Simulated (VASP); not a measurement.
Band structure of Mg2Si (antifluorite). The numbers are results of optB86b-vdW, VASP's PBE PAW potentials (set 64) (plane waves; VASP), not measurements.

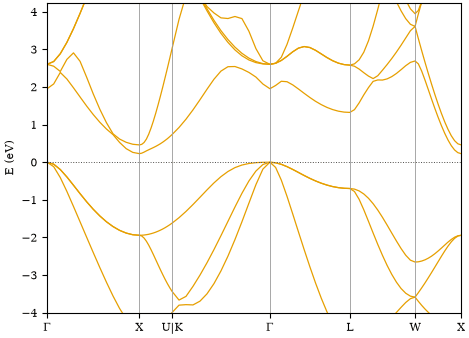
Bands along high-symmetry lines, zero at the valence-band maximum or, without a gap, the Fermi level

Question: Read the plot: is there a gap, and where are the band edges?

Answer: The gap is indirect, 0.23 eV, from the valence maximum at Γ to the conduction minimum at X. (Edges off the drawn lines would not show.)

Measured: gap 0.77 eV (computed value off by -0.54 eV), as given by Byungki Ryu et al., Journal of the Korean Physical Society (2019), arXiv:1905.06140.

The compound is Mg2Si in the antifluorite structure. It was relaxed first.
